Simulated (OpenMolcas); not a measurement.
Exact exchange and the electronic atomisation energy of NClO (nitrosyl chloride)

NClO has 3 atoms, charge 0, and is taken as a singlet. As SMILES, `O=NCl`. The coordinates come from a PBE0-D4/def2-TZVP relaxation.

The electronic atomisation energy y, in eV, basis cc-pVTZ; a is the functional's share of exact exchange. Programs: OpenMolcas 26.06.

```
functional     program     a  y (eV)
       PBE  OpenMolcas     0    9.72
    r2SCAN  OpenMolcas     0    8.59
     B3LYP  OpenMolcas   0.2       ?
      PBE0  OpenMolcas  0.25    8.38
     BHLYP  OpenMolcas   0.5    6.80
```

Fit y = c + s·a to the known rows and predict B3LYP.


1. Means of the 4 rows: a = 0.1875, y = 8.373.
2. Σ(Δa)² = 0.17188, Σ(Δa·Δy) = -0.78438, so the slope is -0.78438/0.17188 = -4.5635.
3. Intercept: 8.373 − (-4.5635) × 0.1875 = 9.229. The largest residual of the fit is 0.64.
4. B3LYP: 9.229 + (-4.5635) × 0.2 = 8.32 eV.

The run gave 8.37 eV, so the prediction is off by -0.05 eV, within the scatter of the fit. The rows mix families of semi-local functionals, which the line can't see.

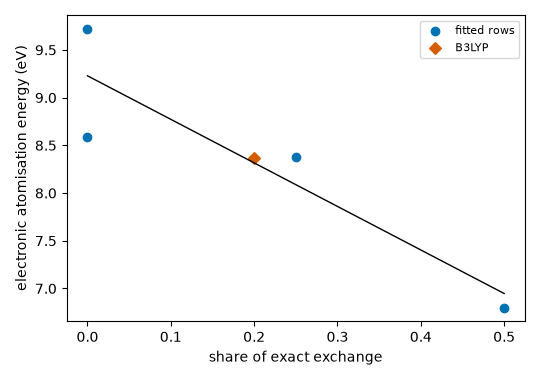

The fitted line, with the withheld row.
